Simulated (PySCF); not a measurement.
# NH₃: field gradients at the nuclei

Aim: the electric field gradients and quadrupole couplings of NH₃ at several levels. Each job file holds the settings and the coordinates that a driver script hands to the program.

Method: the levels named in each step, in PySCF 2.14.0, density-fitted response routines.

**1. The system as given**

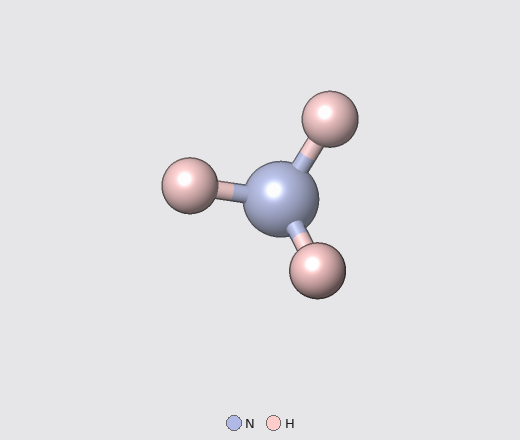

The starting structure, seen from a chosen angle (nitrogen light blue, hydrogen pink).

Coordinates:

```xyz
4

N     0.0006   -0.0012    0.0651
H    -0.5814   -0.7399   -0.3103
H    -0.3594    0.8796   -0.2811
H     0.9323   -0.1221   -0.3128
```

**2. Geometry, PBE0-D3(BJ)/def2-TZVP**

Contents of job.txt:

```
{"job": {"xc": "PBE0", "basis": "def2-TZVP", "d3": "d3bj", "grid": 2, "kind": "geom"}, "charge": 0, "multiplicity": 1}
N      0.000650    -0.001240     0.065070
H     -0.581420    -0.739940    -0.310320
H     -0.359440     0.879550    -0.281140
H      0.932250    -0.122140    -0.312800
```

Standard output:

```text
step   0  E = -56.51367726  max force = 0.001081
step   1  E = -56.51369386  max force = 0.000890
step   2  E = -56.51369573  max force = 0.000217
optimisation converged
```

It took 1.6 s on 2 threads of Intel Xeon Platinum 8488C (Sapphire Rapids), shared host.

It ended at:

```xyz
4

N     0.0007   -0.0014    0.0715
H    -0.5792   -0.7370   -0.3124
H    -0.3581    0.8762   -0.2833
H     0.9286   -0.1216   -0.3149
```

**3. Field gradients, PBE0/pcJ-2**

Contents of job.txt:

```
{"job": {"kind": "efgt", "xc": "PBE0", "basis": "pcJ-2"}, "charge": 0, "multiplicity": 1}
N      0.000685    -0.001387     0.071455
H     -0.579177    -0.736991    -0.312432
H     -0.358069     0.876199    -0.283327
H      0.928601    -0.121592    -0.314885
```

Standard output:

```text
coarse grid: 2928 points
cycle   1  E = -56.4888974913  dE = -9.262e-02  |g| = 3.770e-01  |ddm| = 9.408e-01
cycle   2  E = -56.4651217465  dE =  2.378e-02  |g| = 5.137e-01  |ddm| = 5.559e-01
cycle   3  E = -56.5200839725  dE = -5.496e-02  |g| = 1.714e-02  |ddm| = 2.969e-01
cycle   4  E = -56.5201321793  dE = -4.821e-05  |g| = 3.615e-03  |ddm| = 1.697e-02
cycle   5  E = -56.5201344326  dE = -2.253e-06  |g| = 2.483e-04  |ddm| = 2.590e-03
final grid: 43328 points
cycle   6  E = -56.5186012011  dE = -3.459e-05  |g| = 6.159e-03  |ddm| = 1.476e-02
cycle   7  E = -56.5185954197  dE =  5.781e-06  |g| = 8.132e-03  |ddm| = 5.921e-03
cycle   8  E = -56.5186083078  dE = -1.289e-05  |g| = 1.627e-04  |ddm| = 3.724e-03
cycle   9  E = -56.5186083130  dE = -5.184e-09  |g| = 4.087e-05  |ddm| = 1.346e-04
cycle  10  E = -56.5186083134  dE = -3.271e-10  |g| = 4.315e-06  |ddm| = 5.351e-05
converged SCF energy = -56.5186083134

Field-gradient tensors (au): xx yy zz xy xz yz
  0 N     0.45342    0.45303   -0.90646    0.00025   -0.01296    0.02631
  1 H     0.01626    0.12823   -0.14449    0.23378    0.12607    0.16181
  2 H    -0.09752    0.25425   -0.15673   -0.17267    0.07204   -0.17648
  3 H     0.30366   -0.16025   -0.14341   -0.06097   -0.20446    0.02757
```

Run time: 1.1 s. Hardware: 2 threads of Intel Xeon Platinum 8488C (Sapphire Rapids), shared host.

**4. Field gradients, PBE/def2-TZVPP**

Contents of job.txt:

```
{"job": {"kind": "efgt", "xc": "PBE", "basis": "def2-TZVPP"}, "charge": 0, "multiplicity": 1}
N      0.000685    -0.001387     0.071455
H     -0.579177    -0.736991    -0.312432
H     -0.358069     0.876199    -0.283327
H      0.928601    -0.121592    -0.314885
```

Standard output:

```text
coarse grid: 2928 points
cycle   1  E = -56.4646023184  dE = -5.384e-02  |g| = 4.877e-01  |ddm| = 1.146e+00
cycle   2  E = -56.3383865145  dE =  1.262e-01  |g| = 8.947e-01  |ddm| = 9.101e-01
cycle   3  E = -56.5166200773  dE = -1.782e-01  |g| = 1.894e-02  |ddm| = 6.226e-01
cycle   4  E = -56.5166918767  dE = -7.180e-05  |g| = 5.930e-03  |ddm| = 2.049e-02
cycle   5  E = -56.5166992794  dE = -7.403e-06  |g| = 4.040e-04  |ddm| = 5.603e-03
final grid: 43328 points
cycle   6  E = -56.5106007450  dE = -1.584e-05  |g| = 9.495e-03  |ddm| = 2.445e-02
cycle   7  E = -56.5105611744  dE =  3.957e-05  |g| = 1.683e-02  |ddm| = 1.351e-02
cycle   8  E = -56.5106179895  dE = -5.682e-05  |g| = 4.058e-04  |ddm| = 9.249e-03
cycle   9  E = -56.5106180236  dE = -3.412e-08  |g| = 6.209e-05  |ddm| = 3.752e-04
cycle  10  E = -56.5106180245  dE = -8.537e-10  |g| = 2.850e-06  |ddm| = 6.081e-05
converged SCF energy = -56.5106180245

Field-gradient tensors (au): xx yy zz xy xz yz
  0 N     0.45220    0.45181   -0.90401    0.00025   -0.01292    0.02625
  1 H     0.01583    0.13073   -0.14656    0.23981    0.12853    0.16490
  2 H    -0.10088    0.25992   -0.15904   -0.17710    0.07343   -0.17986
  3 H     0.31067   -0.16521   -0.14546   -0.06257   -0.20840    0.02806
```

Run time: 0.8 s. Hardware: 2 threads of Intel Xeon Platinum 8488C (Sapphire Rapids), shared host.

**5. Field gradients, B3LYP/def2-TZVPP**

Contents of job.txt:

```
{"job": {"kind": "efgt", "xc": "B3LYP", "basis": "def2-TZVPP"}, "charge": 0, "multiplicity": 1}
N      0.000685    -0.001387     0.071455
H     -0.579177    -0.736991    -0.312432
H     -0.358069     0.876199    -0.283327
H      0.928601    -0.121592    -0.314885
```

Standard output:

```text
coarse grid: 2928 points
cycle   1  E = -56.5547340535  dE = -7.867e-02  |g| = 4.165e-01  |ddm| = 1.148e+00
cycle   2  E = -56.5130509295  dE =  4.168e-02  |g| = 6.129e-01  |ddm| = 6.406e-01
cycle   3  E = -56.5926168979  dE = -7.957e-02  |g| = 1.686e-02  |ddm| = 3.767e-01
cycle   4  E = -56.5926738582  dE = -5.696e-05  |g| = 3.726e-03  |ddm| = 1.357e-02
cycle   5  E = -56.5926765398  dE = -2.682e-06  |g| = 3.144e-04  |ddm| = 2.960e-03
final grid: 43328 points
cycle   6  E = -56.5886493895  dE = -1.281e-05  |g| = 4.399e-03  |ddm| = 1.736e-02
cycle   7  E = -56.5886452117  dE =  4.178e-06  |g| = 6.341e-03  |ddm| = 5.367e-03
cycle   8  E = -56.5886531252  dE = -7.913e-06  |g| = 1.222e-04  |ddm| = 3.335e-03
cycle   9  E = -56.5886531282  dE = -3.028e-09  |g| = 2.854e-05  |ddm| = 9.877e-05
cycle  10  E = -56.5886531284  dE = -1.834e-10  |g| = 2.776e-06  |ddm| = 3.544e-05
converged SCF energy = -56.5886531284

Field-gradient tensors (au): xx yy zz xy xz yz
  0 N     0.47083    0.47043   -0.94126    0.00026   -0.01345    0.02733
  1 H     0.01593    0.12896   -0.14489    0.23597    0.12695    0.16291
  2 H    -0.09892    0.25614   -0.15722   -0.17428    0.07255   -0.17770
  3 H     0.30604   -0.16223   -0.14381   -0.06155   -0.20587    0.02774
```

Wall time 0.6 s (2 threads of Intel Xeon Platinum 8488C (Sapphire Rapids), shared host).

**6. Field gradients, CAM-B3LYP/def2-TZVPP**

Contents of job.txt:

```
{"job": {"kind": "efgt", "xc": "CAM-B3LYP", "basis": "def2-TZVPP"}, "charge": 0, "multiplicity": 1}
N      0.000685    -0.001387     0.071455
H     -0.579177    -0.736991    -0.312432
H     -0.358069     0.876199    -0.283327
H      0.928601    -0.121592    -0.314885
```

Standard output:

```text
coarse grid: 2928 points
cycle   1  E = -56.5332109932  dE = -1.091e-01  |g| = 3.535e-01  |ddm| = 1.155e+00
cycle   2  E = -56.5316053285  dE =  1.606e-03  |g| = 3.875e-01  |ddm| = 4.387e-01
cycle   3  E = -56.5610118490  dE = -2.941e-02  |g| = 1.869e-02  |ddm| = 2.039e-01
cycle   4  E = -56.5610744313  dE = -6.258e-05  |g| = 3.553e-03  |ddm| = 9.463e-03
cycle   5  E = -56.5610775220  dE = -3.091e-06  |g| = 4.078e-04  |ddm| = 3.593e-03
final grid: 43328 points
cycle   6  E = -56.5575846358  dE = -1.061e-05  |g| = 3.199e-03  |ddm| = 1.422e-02
cycle   7  E = -56.5575842242  dE =  4.116e-07  |g| = 3.526e-03  |ddm| = 3.108e-03
cycle   8  E = -56.5575865496  dE = -2.325e-06  |g| = 7.772e-05  |ddm| = 1.687e-03
cycle   9  E = -56.5575865517  dE = -2.091e-09  |g| = 2.055e-05  |ddm| = 1.002e-04
cycle  10  E = -56.5575865518  dE = -1.624e-10  |g| = 4.094e-06  |ddm| = 3.561e-05
converged SCF energy = -56.5575865518

Field-gradient tensors (au): xx yy zz xy xz yz
  0 N     0.47224    0.47183   -0.94407    0.00026   -0.01349    0.02741
  1 H     0.01579    0.12916   -0.14495    0.23668    0.12753    0.16363
  2 H    -0.09940    0.25674   -0.15734   -0.17482    0.07289   -0.17853
  3 H     0.30677   -0.16291   -0.14386   -0.06173   -0.20679    0.02785
```

It took 0.7 s on 2 threads of Intel Xeon Platinum 8488C (Sapphire Rapids), shared host.

**7. Field gradients, HF/def2-TZVPP**

Contents of job.txt:

```
{"job": {"kind": "efgt", "xc": "HF", "basis": "def2-TZVPP"}, "charge": 0, "multiplicity": 1}
N      0.000685    -0.001387     0.071455
H     -0.579177    -0.736991    -0.312432
H     -0.358069     0.876199    -0.283327
H      0.928601    -0.121592    -0.314885
```

Standard output:

```text
final grid: 43328 points
cycle   1  E = -56.2076085981  dE = -1.543e-01  |g| = 2.331e-01  |ddm| = 1.133e+00
cycle   2  E = -56.2196759983  dE = -1.207e-02  |g| = 7.869e-02  |ddm| = 1.690e-01
cycle   3  E = -56.2208951933  dE = -1.219e-03  |g| = 2.398e-02  |ddm| = 4.556e-02
cycle   4  E = -56.2210484858  dE = -1.533e-04  |g| = 5.142e-03  |ddm| = 1.831e-02
cycle   5  E = -56.2210619974  dE = -1.351e-05  |g| = 1.101e-03  |ddm| = 6.832e-03
cycle   6  E = -56.2210631402  dE = -1.143e-06  |g| = 3.016e-04  |ddm| = 2.687e-03
cycle   7  E = -56.2210632378  dE = -9.758e-08  |g| = 4.735e-05  |ddm| = 1.002e-03
cycle   8  E = -56.2210632396  dE = -1.755e-09  |g| = 3.858e-06  |ddm| = 1.669e-04
cycle   9  E = -56.2210632396  dE = -7.816e-12  |g| = 4.418e-07  |ddm| = 1.349e-05
converged SCF energy = -56.2210632396

Field-gradient tensors (au): xx yy zz xy xz yz
  0 N     0.49000    0.48958   -0.97958    0.00027   -0.01400    0.02843
  1 H     0.01649    0.13111   -0.14760    0.23944    0.13003    0.16690
  2 H    -0.10006    0.26029   -0.16024   -0.17688    0.07436   -0.18214
  3 H     0.31082   -0.16433   -0.14649   -0.06242   -0.21088    0.02843
```

Wall time 0.1 s (2 threads of Intel Xeon Platinum 8488C (Sapphire Rapids), shared host).

**8. Comparison**

Largest principal value Vzz, in atomic units:

| atom | PBE0/pcJ-2 | PBE/def2-TZVPP | B3LYP/def2-TZVPP | CAM-B3LYP/def2-TZVPP | HF/def2-TZVPP |
| --- | --- | --- | --- | --- | --- |
| N1 | -0.9071 | -0.9046 | -0.9419 | -0.9447 | -0.9803 |
| H2 | 0.3912 | 0.3999 | 0.3942 | 0.3955 | 0.4015 |
| H3 | 0.3912 | 0.3999 | 0.3942 | 0.3955 | 0.4015 |
| H4 | 0.3912 | 0.3999 | 0.3942 | 0.3955 | 0.4015 |
| CPU time | 2.8 s | 2.1 s | 1.7 s | 1.9 s | 0.3 s |

Couplings eQVzz/h in MHz (234.9647 × Q in barn × Vzz), with Q = 0.02044 (14N), 0.00285783 (2H):

| nucleus | PBE0/pcJ-2 | PBE/def2-TZVPP | B3LYP/def2-TZVPP | CAM-B3LYP/def2-TZVPP | HF/def2-TZVPP |
| --- | --- | --- | --- | --- | --- |
| 14N (atom 1) | -4.356 | -4.345 | -4.524 | -4.537 | -4.708 |
| 2H (atom 2) | 0.263 | 0.269 | 0.265 | 0.266 | 0.270 |
| 2H (atom 3) | 0.263 | 0.268 | 0.265 | 0.266 | 0.270 |
| 2H (atom 4) | 0.263 | 0.268 | 0.265 | 0.266 | 0.270 |

**9. Outcome**

| quantity | value |
| --- | --- |
| coupling of 14N (atom 1), PBE0/pcJ-2 | -4.356 MHz |
| coupling of 2H (atom 2), PBE0/pcJ-2 | 0.263 MHz |
| coupling of 2H (atom 3), PBE0/pcJ-2 | 0.263 MHz |
| coupling of 2H (atom 4), PBE0/pcJ-2 | 0.263 MHz |

**Reading.** The largest coupling, that of 14N, runs from -4.708 (HF/def2-TZVPP) to -4.345 MHz (PBE/def2-TZVPP). The gradients are non-relativistic, at the equilibrium geometry and in principal axes; measured couplings hold vibrational averaging and refer to the inertial axes. The def2 sets are stiff near the nuclei, which limits their accuracy.
